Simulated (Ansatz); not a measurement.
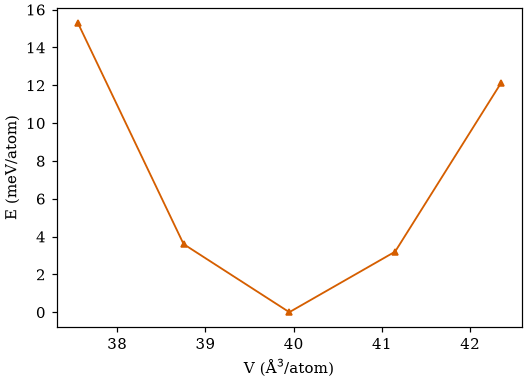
*BaSn in space group Cmcm (No. 63; Sn on 4c, Ba on 4c) under volume change, r²SCAN (plane waves, PAW; program Ansatz), shape and atoms relaxed at each volume.*

Task: What does a third-order Birch–Murnaghan fit give for V₀, B₀ and B′?

Result: V₀ = 39.95 Å³/atom, B₀ = 30.2 GPa, B′ = 4.7.

The workflow started from an entry of the Crystallography Open Database (COD). Whether it is the stable phase at ambient conditions was not checked. The cell was relaxed with r²SCAN under the symmetry of its start; whether a distortion lowers the energy is not shown. Scalar-relativistic: spin–orbit coupling is off unless named, which matters more the heavier the elements.

Potentials: the later of the program's two PAW sets.
